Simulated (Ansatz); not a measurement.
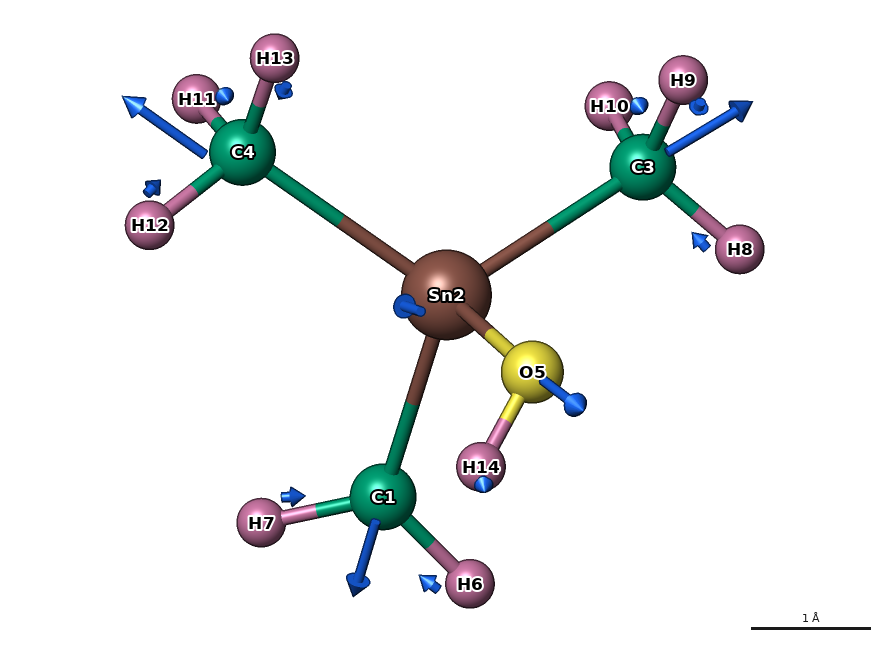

Arrows show the forces on the atoms, 3 Å of arrow for 1 eV/Å; forces under a tenth of the largest aren't drawn. State: neutral, doublet. Level of theory: B3LYP-D4/def2-TZVPP (Ansatz 0.2.0).

> Which bond do the forces act along most?

Sn2–O5, now 1.983 Å: the forces push its atoms apart, so a first step downhill lengthens it.

List the force components in the frame of the picture (x right, y up, z towards the viewer), in eV/Å.

| atom | Fx | Fy | Fz |
| --- | --- | --- | --- |
| C1 | −0.06 | −0.21 | −0.14 |
| Sn2 | −0.07 | 0.02 | −0.15 |
| C3 | 0.24 | 0.15 | −0.10 |
| C4 | −0.23 | 0.17 | 0.07 |
| O5 | 0.11 | −0.09 | 0.25 |
| H6 | −0.06 | 0.04 | 0.02 |
| H7 | 0.07 | 0.00 | 0.01 |
| H8 | −0.04 | 0.05 | 0.01 |
| H9 | −0.01 | −0.04 | −0.05 |
| H10 | 0.02 | −0.03 | 0.05 |
| H11 | 0.02 | −0.02 | 0.05 |
| H12 | 0.04 | 0.04 | −0.03 |
| H13 | −0.02 | −0.04 | −0.04 |
| H14 | 0.01 | −0.04 | 0.05 |
